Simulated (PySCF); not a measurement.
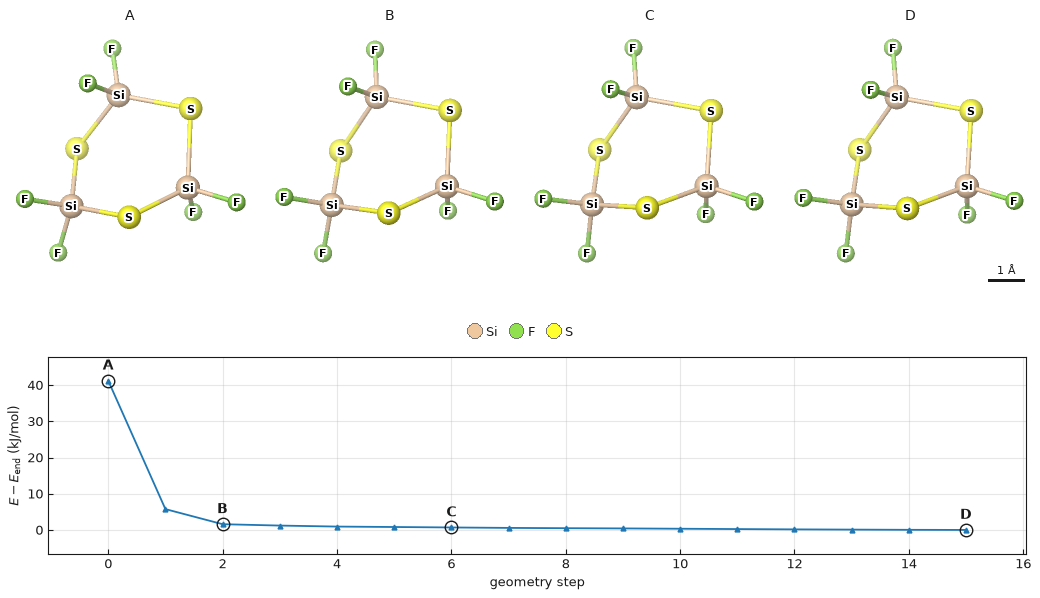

Frames of a relaxation of Si₃S₃F₆, marked on the history of the run. Style: ball-and-stick. Shown face on.

The start comes from GFN2-xTB. Its atoms were then displaced at random by about 0.03 Å.

These are results of PySCF 2.14.0, density-fitted response routines, PBE0-D3(BJ)/def2-SVP geometry optimisation, gas phase, not measurements. 

Describe the path.

Over 15 geometry steps the energy falls by 41.2 kJ/mol. The atom that moves furthest after the best rigid fit is an S atom (0.26 Å). By element the largest moves are S 0.26 Å, F 0.23 Å, Si 0.11 Å. Among the contacts that change: S–Si 2.204 → 2.120 Å, F–Si 1.538 → 1.600 Å, S–Si 2.175 → 2.121 Å, F–Si 1.654 → 1.604 Å. Among the angles between lasting bonds that change: F–Si–S 112.8° → 106.5°, S–Si–S 120.6° → 114.7°, F–Si–F 102.1° → 107.8°. From step 0 to 2: an F atom moves most (0.17 Å), energy −39.6 kJ/mol. From step 2 to 6: an S atom moves most (0.16 Å), energy −0.90 kJ/mol. From step 6 to 15: an F atom moves most (0.04 Å), energy −0.69 kJ/mol.

```
step  E − E(0), kJ/mol
   0              0.00
   1            -35.47
   2            -39.64
   3            -40.02
   4            -40.29
   5            -40.41
   6            -40.54
   7            -40.66
   8            -40.74
   9            -40.80
  10            -40.89
  11            -40.98
  12            -41.07
  13            -41.13
  14            -41.19
  15            -41.22
```
